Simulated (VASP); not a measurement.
Consider the following.

```yaml
crystal:
  lattice:
    - [5.56707, 0.00000, 0.00000]
    - [0.00000, 5.56707, 0.00000]
    - [0.00000, 0.00000, 5.56707]
  atoms:
    - { symbol: Cd, position: [0.00000, 0.00000, 0.00000] }
    - { symbol: Cd, position: [0.50000, 0.50000, 0.00000] }
    - { symbol: Cd, position: [0.50000, 0.00000, 0.50000] }
    - { symbol: S, position: [0.22152, 0.27848, 0.27848] }
    - { symbol: S, position: [0.77848, 0.72152, 0.27848] }
    - { symbol: S, position: [0.77848, 0.27848, 0.72152] }
    - { symbol: S, position: [0.22152, 0.72152, 0.72152] }
    - { symbol: Be, position: [0.00000, 0.50000, 0.50000] }
```

The numbers are results of PBEsol GGA, VASP's PBE PAW potentials (set 64) (plane waves; VASP 6.6.1), not measurements. Numerical set-up: 400 eV cut-off, 5×5×5 Γ-centred mesh, tetrahedra with Blöchl corrections, potentials Cd S Be.

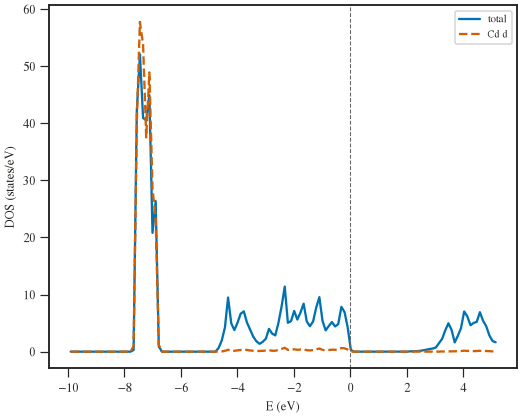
Total and projected density of states, zero at the valence-band maximum

Within 2 eV below the valence-band maximum the largest weight inside VASP's projection spheres is S p.

The gap is direct, 1.72 eV, from the valence maximum at Γ to the conduction minimum at Γ.

The structure was generated: BeCd3S4 was put into an ordered model structure (P-43m), which need not be its known phase. It was relaxed first.
